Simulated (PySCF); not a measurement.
Consider C5H7FOSi2.

```xyz
16

C    -1.7107    3.0546   -0.3290
C    -1.2565    2.0533    0.1546
Si   -0.5568    0.5037    0.8783
F    -0.6030    0.6443    2.4831
C     1.1724    0.1739    0.3490
C     2.3066   -0.0338    0.0008
C     3.6664   -0.2849   -0.4135
O    -1.4842   -0.7590    0.5078
Si   -2.6515   -1.8480    0.2428
H    -2.1122    3.9329   -0.7464
H     3.9943    0.4964   -1.0987
H     4.3244   -0.2936    0.4549
H     3.7298   -1.2500   -0.9155
H    -2.2363   -3.0550    0.9528
H    -2.6869   -2.0282   -1.2075
H    -3.9035   -1.2977    0.7583
```

Geometry: GFN2-xTB.

The calculation used CAM-B3LYP/def2-SVPD, SCF density, gas phase (PySCF 2.14.0).

Q: What will maps of the electron density and electron localisation function show?

A: C–C (1.20 Å): ρ is about 2.7 e/Å³ halfway; the ELF peaks at about 0.85 between the atoms; a multiple bond.
Si–O (1.61 Å): ρ is about 1.2 e/Å³ halfway; the ELF peaks at about 0.85 between the atoms: a polar covalent bond.
C–Si (1.84 Å): the density is about 0.99 e/Å³ at the midpoint; the ELF peaks at about 1 between the atoms; a shared electron pair.
Si–H (1.46 Å): the density is about 0.81 e/Å³ at the midpoint; the ELF climbs to about 1 towards the hydrogen, as it does in any bond to H.

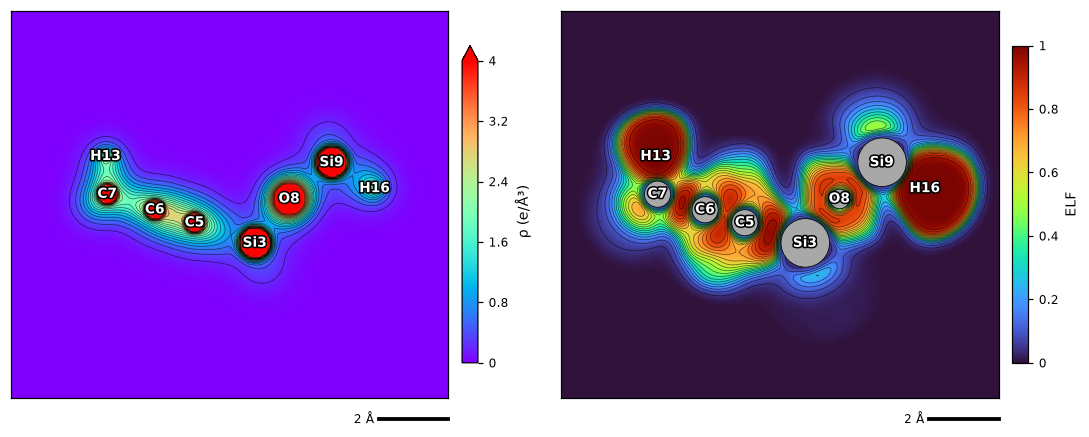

Computed electron density and electron localisation function on the plane of atoms C6, C7 and H13, in this order. Grey discs cover the atomic cores in the ELF map. 
